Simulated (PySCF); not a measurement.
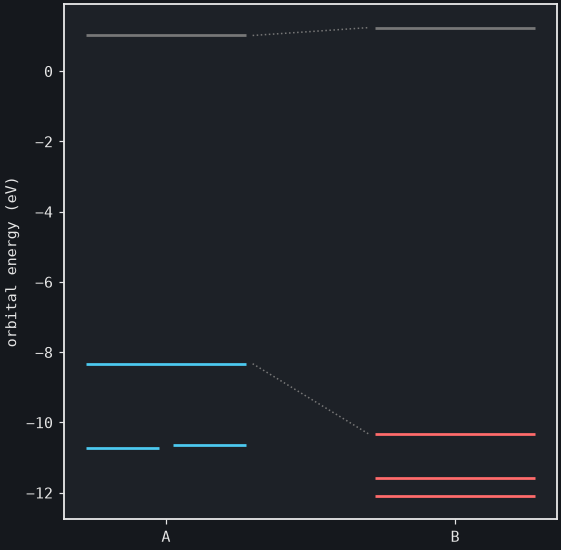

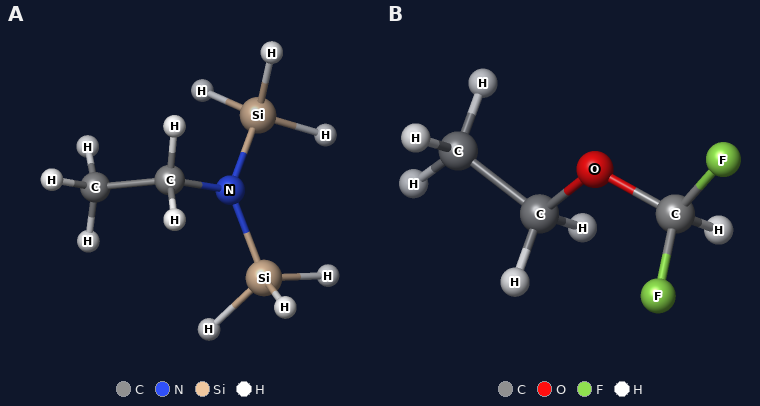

Related molecules: A is C₂H₁₁NSi₂, SMILES CCN([SiH3])[SiH3]; B is C₃H₆F₂O, SMILES CCOC(F)F. Frontier orbital energies, CAM-B3LYP/def2-SVPD in PySCF 2.14.0, at a PBE0-D3(BJ)/def2-SVP geometry (no frequency check); drawn are at most three filled levels and, in grey, the LUMO with any level within 0.03 eV of it; dotted lines join the HOMOs and the LUMOs.

What does the change do to the frontier levels?

From A to B the HOMO falls by 1.99 eV and the LUMO rises by 0.22 eV, so the separation goes from 9.35 to 11.56 eV.

Does the ΔSCF ionisation energy follow the HOMO?

A: −ε(HOMO) 8.33, ΔSCF 8.89 eV; B: −ε(HOMO) 10.32, ΔSCF 11.35 eV.

Limits of at least one run: empty levels above zero depend strongly on the basis; one conformer of a flexible molecule.
